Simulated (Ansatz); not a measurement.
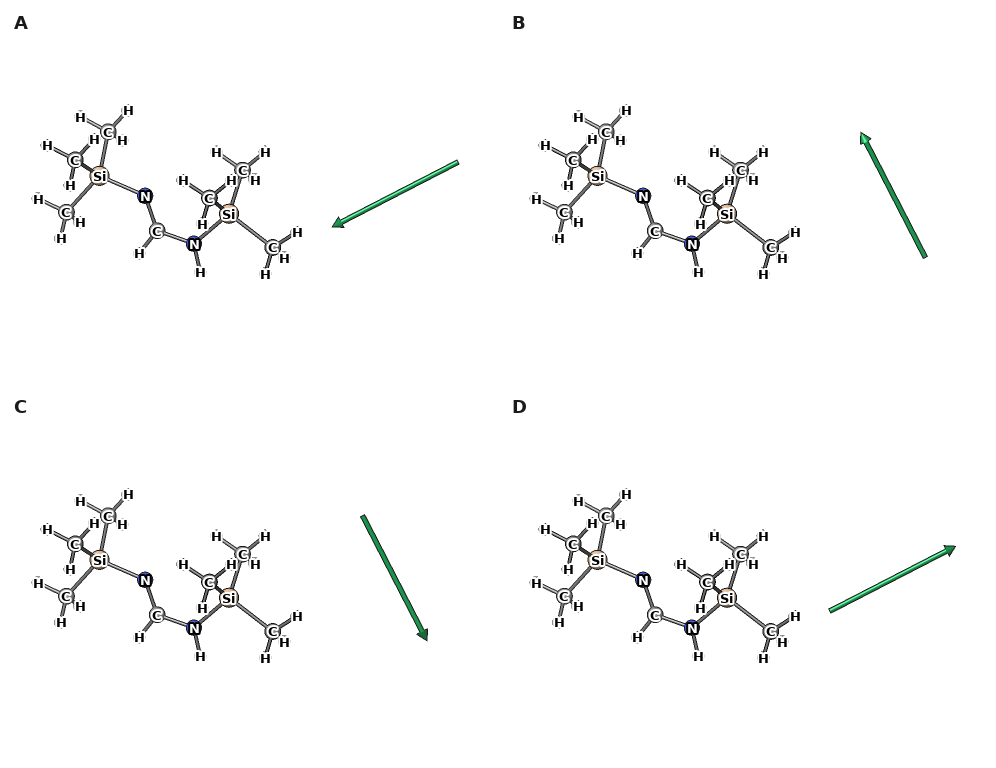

The same molecule four times, each with an arrow. Computed geometry: PBE0-D4/def2-TZVP optimisation. No frequency run is at hand to confirm it as a minimum. Method: RKS PBE0-D4/def2-TZVP (Ansatz 0.2.0).

Which arrow points along the dipole moment, from the negative to the positive end?

C. The dipole moment is 2.10 D.
